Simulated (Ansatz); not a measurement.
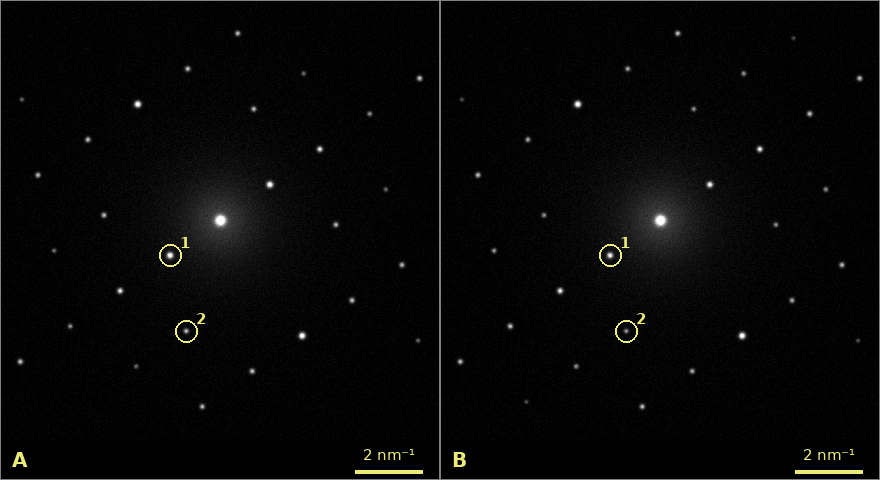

Kinematic electron diffraction patterns (120 kV, B = 0.5 Å², same scale) along [100] of the run's own cell, for the start and the end of one relaxation of CaCe2Si2 with DFT, PAW plane waves, r2scan (Ansatz 0.2.0). k mesh 6×6×6. The start is a generated model structure, and the relaxation ends in the nearest stationary point of its symmetry, not necessarily the ground state. Spot 1 is 0 0 -1 and spot 2 is 0 1 -1 in both.

Start structure:

```
CELL_PARAMETERS angstrom
0.00000 4.66701 0.00000
4.66701 0.00000 0.00000
2.33351 2.33351 -5.41244
ATOMIC_POSITIONS crystal
Ca 0.00000 0.00000 0.00000
Ce 0.75000 0.25000 0.50000
Ce 0.25000 0.75000 0.50000
Si 0.36200 0.36200 0.27600
Si 0.63800 0.63800 0.72400
```

Q: Which pattern belongs to the start structure, and which to the relaxed one?

A: A is the start: its cell gives d(1) = 5.412 Å, d(2) = 2.855 Å and an angle of 37.7°. The spot positions hardly differ, so the intensities decide: those computed from the start structure match A, and B is the relaxed structure.

Q: Name reflections whose intensity changes strongly on relaxation.

A: 0 0 3 goes from 8.6 to 24 % of the strongest spot; 0 1 -2 goes from 3.6 to 9.1 % of the strongest spot; 0 1 -1 goes from 18 to 8.2 % of the strongest spot.

Q: What did the relaxation do to the structure and the energy?

A: The cell was held fixed; with the mean shift removed, the atoms moved by up to 0.38 Å relative to the cell (Si most); the space group stayed I4/mmm (No. 139); the free energy fell by 390 meV an atom.
